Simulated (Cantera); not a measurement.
Input: 1 mol SiC, 4.4 mol H2O, 10 mol H2, 0.0097 mol O2, equilibrated at 51.0 Pa.

Equilibrium computed with Cantera from the NASA thermochemical tables; the gas is ideal and each condensed phase is pure. Candidate condensed phases: C, C6H6, C7H8, C8H18, H2O, Si, SiC, SiO2; 123 gas species. The tables hold silica as quartz up to 1696 K and as liquid above; real silica turns to tridymite and cristobalite and melts near 1996 K. The numbers say what is thermodynamically allowed, not how fast it happens.

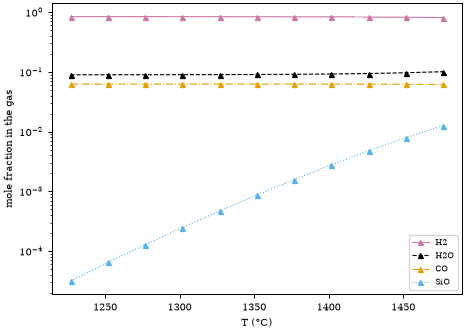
Equilibrium gas composition (values under 1e-9 drawn at 1e-9)

Q: Read off the mole fractions at 1427 °C.

A: H2 about 0.83, H2O about 0.094, CO about 0.062, SiO about 0.0048.
